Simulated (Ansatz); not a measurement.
System: Li7Bi.

```
CELL_PARAMETERS angstrom
0.00000 6.37701 0.00000
4.40191 0.00000 -4.62559
-5.61953 0.00000 -5.35236
ATOMIC_POSITIONS crystal
Li 0.22713 0.22637 0.75185
Li 0.72713 0.72637 0.25185
Li 0.77278 0.77306 0.75245
Li 0.27278 0.27306 0.25245
Li 0.77287 0.22637 0.75185
Li 0.27287 0.72637 0.25185
Li 0.22722 0.77306 0.75245
Li 0.72722 0.27306 0.25245
Li 0.50000 0.99945 0.50987
Li 0.00000 0.49945 0.00987
Li 0.00000 0.50003 0.51060
Li 0.50000 0.00003 0.01060
Li 0.50000 0.49942 0.94016
Li 0.00000 0.99942 0.44016
Bi 0.50000 0.50000 0.53959
Bi 0.00000 0.00000 0.03959
```

Space group Imm2; a structure generated by program, which may or may not match a known phase.

Level of theory: DFT r2SCAN, scalar-relativistic, plane waves, PAW in Ansatz.

### What will maps of the valence pseudo-density and electron localisation function show?

Li–Bi (3.11 Å): ρ at the midpoint is about 0.17 e/Å³; the ELF reaches about 0.60 near the midpoint.
Li–Bi (3.20 Å): ρ at the midpoint is about 0.14 e/Å³; the ELF reaches about 0.55 near the midpoint.

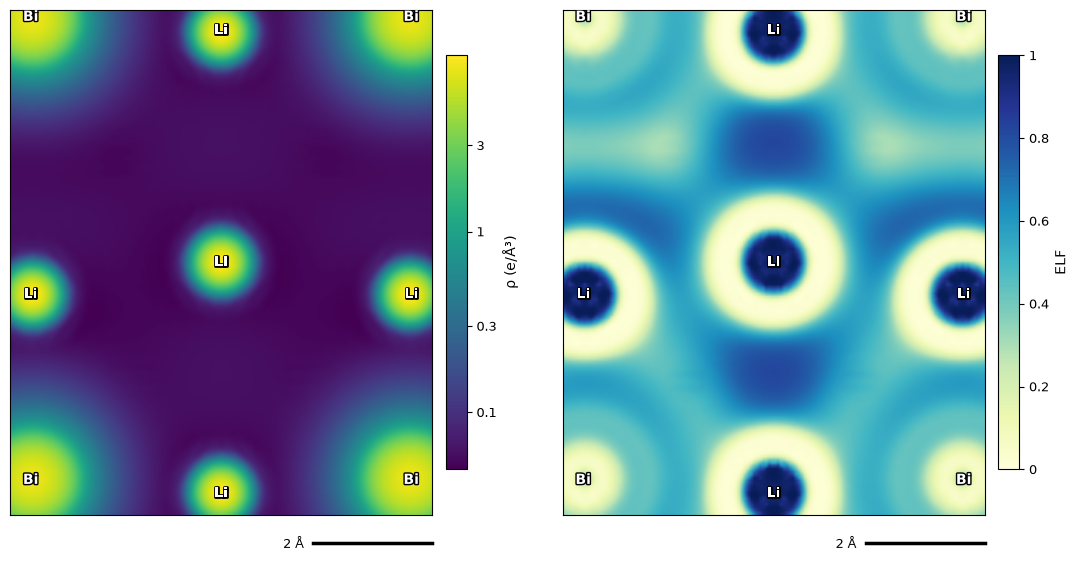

Computed valence pseudo-density and electron localisation function on the (010) plane of the standardised cell, in this order. 

The density is the valence pseudo-density of a PAW calculation; it isn't the true density close to the nuclei.
